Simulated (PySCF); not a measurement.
Cl3Si, charge +1, SMILES `Cl[Si+](Cl)Cl`.

PySCF calculation, ωB97X/aug-cc-pVDZ, gas phase; geometry: GFN2-xTB. No frequency check shows the geometry to be a minimum. GFN2-xTB bond lengths at metals and heavier atoms can be off by up to 0.1 Å and shapes distorted, which carries into these values.

Coordinates in Å:

```
Cl1     -0.3925    1.8994    0.0000
Si2      0.0001    0.0000    0.0000
Cl3     -1.4486   -1.2896    0.0000
Cl4      1.8411   -0.6098    0.0000
```

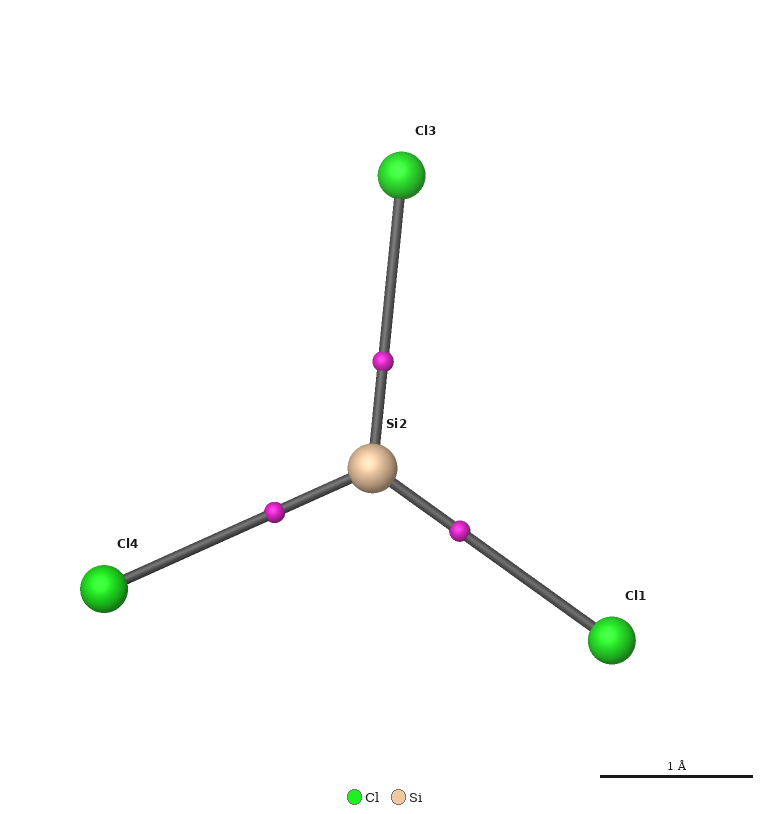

Molecular graph of the electron density (QTAIM): bond paths, bond critical points (magenta), ring points (cyan, if any); weak paths are dashed.

Q: How many critical points of each kind are there, and does the count close?

A: 4 nuclei, 3 bond, 0 ring and 0 cage critical points: 4 − 3 + 0 − 0 = 1, as the Poincaré–Hopf relation requires.

Q: Give the properties at the bond critical points.

A:
| bond | length (Å) | ρ (a.u.) | ∇²ρ (a.u.) | ε | H (a.u.) |
| --- | --- | --- | --- | --- | --- |
| Si2–Cl4 (3 alike) | 1.939 | 0.117 | +0.47 | 0.07 | −0.050 |

Q: What kind of interaction is Si2–Cl4?

A: Polar or intermediate (positive Laplacian, negative energy density H): ρ = 0.117, ∇²ρ = +0.47, H = −0.050 a.u.
